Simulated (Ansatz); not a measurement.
**CH₂PSi (charge +1): density, localisation and related maps**

Input

```
crystal:
  periodic: [false, false, false]
  atoms:
    - {symbol: C, position_ang: [-1.062689, 2.105788, -1.984408]}
    - {symbol: P, position_ang: [-2.206682, 2.559446, -2.953875]}
    - {symbol: Si, position_ang: [0.221256, 1.596476, -0.896257]}
    - {symbol: H, position_ang: [-0.083878, 0.708501, 0.244614]}
    - {symbol: H, position_ang: [1.607661, 2.055503, -1.120666]}
basis:
  gaussian: {orbitals: def2-TZVPD}
total_charge: 1
output: {forces: true, orbitals: {seedname: orbitals}}
hamiltonian: {xc: pbe0}
```

Command:

```sh
ansatz run input.yaml --threads 1 --pin off --max-ram 2610MiB --events-out events.jsonl --progress --plain --runs-dir runs
```

Geometry: r2SCAN-D4/def2-SVP.

The calculation used isolated molecule in a Gaussian basis; Kohn-Sham density functional theory, functional PBE0 (Ansatz 0.2.0).

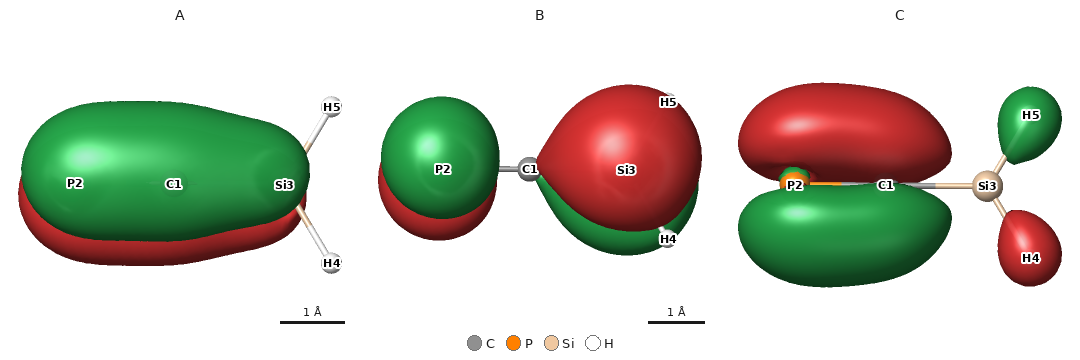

Figure 1. Three frontier orbitals at ±0.1 Å⁻³ᐟ² (green and red are the two phases), in no order.

Order the three orbitals by energy and name them.

A is the HOMO−1 (−14.18 eV). By Hirshfeld shares it lies mainly on C1 (about 45 %), P2 (about 35 %) and Si3 (about 15 %); it changes sign across the molecular plane (π type); π-bonding across C1–P2 and C1–Si3. C is the HOMO (−13.73 eV). It lies mainly on P2 (about 45 %) and C1 (about 40 %); it is symmetric in the molecular plane (an in-plane orbital: σ, lone-pair or in-plane π type). B is the LUMO (−9.36 eV). It lies mainly on Si3 (about 55 %), P2 (about 35 %) and C1 (about 10 %); it changes sign across the molecular plane (π type).

What is the HOMO–LUMO gap?

4.37 eV between the orbital energies.

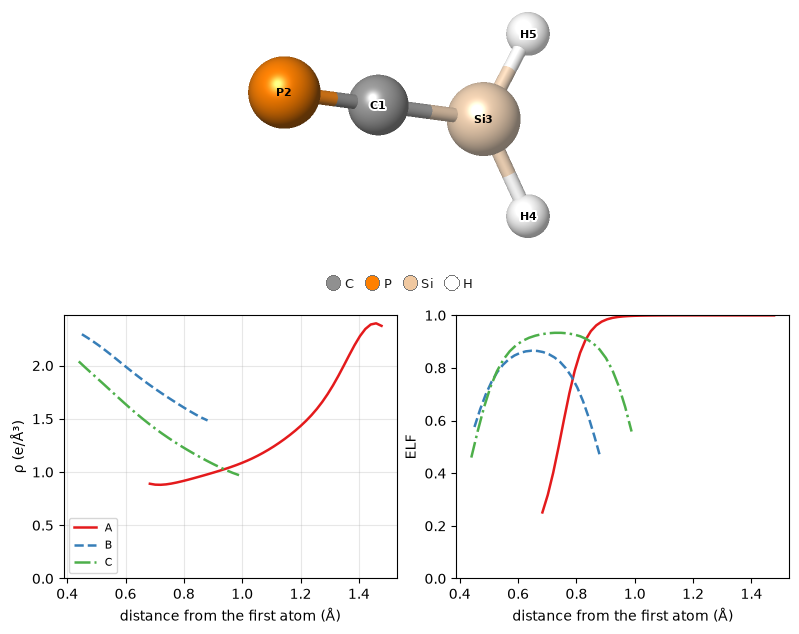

Figure 2. Electron density and electron localisation function along straight lines between neighbouring atoms. The curves leave out the atomic cores. The structure is drawn too.

Which curve belongs to which contact (C–P, C–Si and Si–H)? The first atom named is at distance zero.

Curve A: Si–H (1.48 Å): ρ is about 0.88 e/Å³ halfway; the ELF climbs to about 1 towards the hydrogen, as it does in any bond to H. Curve B: C–P (1.57 Å): ρ is about 1.6 e/Å³ halfway; the ELF peaks at about 0.85 between the atoms: localised, covalent bonding. Curve C: C–Si (1.76 Å): ρ at the midpoint is about 1.1 e/Å³; the ELF peaks at about 0.95 between the atoms; a covalent bond.

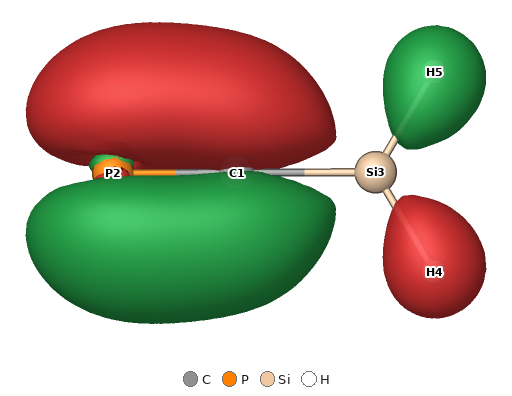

Figure 3. One frontier orbital at ±0.08 Å⁻³ᐟ² (green and red are the two phases), seen at an oblique angle.

Which orbital is it: HOMO or LUMO?

The HOMO, at −13.73 eV. By Hirshfeld shares it lies mainly on P2 (about 45 %) and C1 (about 40 %); it is symmetric in the molecular plane (an in-plane orbital: σ, lone-pair or in-plane π type).
